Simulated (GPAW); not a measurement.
# Polarising WGe2N4 monolayer with a field along the normal

The dipole of the cell at several fields, atoms fixed. What does the strongest field give, and what length does the slope stand for?

**Method.** GPAW 26.7.0, plane waves (500 eV), PAW setups, PBE, 12×12 mesh, a dipole layer in the vacuum; geometry relaxed without an applied field with GPAW. The cell's area is 7.71 Å², and e/ε0 = 180.95 V Å.

What came out, but for one run:

```tsv
field (V/Å)	dipole (e Å)
−0.2	−0.0719
−0.1	−0.0359
−0.05	−0.0180
0.05	0.0180
0.1	0.0359
0.2	0.0719
0.3	?
```

Q: What is the dipole at 0.3 V/Å?

A: A line through the 6 points has the slope α = 0.359 e Å per V/Å and the intercept p₀ = 0.0000 e Å (r.m.s. residual 3.1e−05). At 0.3 V/Å it gives p = 0.0000 + 0.359 × 0.3 = 0.1078 e Å; the run gives 0.1078 e Å, so the response stays linear to 0.1 % of the induced part. Dividing by ε0 and the area: α/(ε0 A) = 0.359 × 180.95 / 7.71 = 8.44 Å, against 7.59 Å between the outer nuclei. For a gapped layer this length is t(1 − 1/ε), so it fixes ε only once a thickness t is chosen.

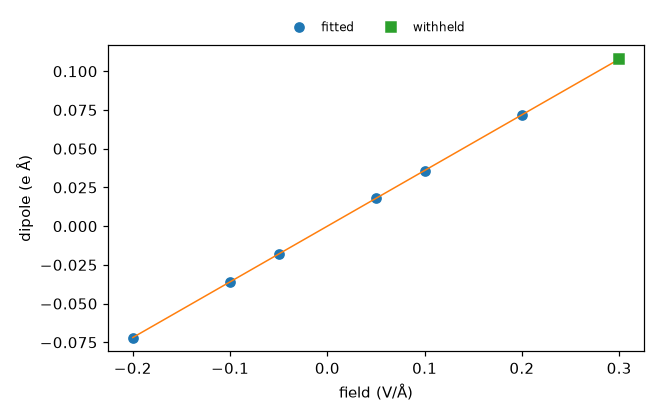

The line and the withheld run.

**Limits.** This is the electronic response alone; ions that move would add to it in polar layers. No run was spin-polarised, so magnetic states weren't tested. Spin-orbit coupling is left out, which matters for the heavier atoms here.

[Logs are printed without paths, hosts, clocks, repeated set-up lines and the standing remarks that a program may print on its own settings, such as how far it seeks lower states.]
